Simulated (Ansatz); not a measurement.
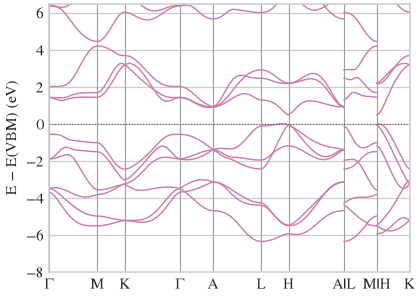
*Band structure from plane-wave PAW PBE+D3(BJ) (Ansatz code)*

Problem. Read off the gap and where the band edges lie.

Solution. About 0.5 eV (0.47 eV by a search for the band edges); maximum on the L–H line, 77 % of the way from L, minimum at H.

The material is Se (trigonal Se type, space group No. 152).

Space group P3_121 (trigonal Se type). Symmetry was held in the PBE+D3(BJ) relaxation. Spin–orbit coupling is left out wherever it is not named.

Potentials: the later of the program's two PAW sets.
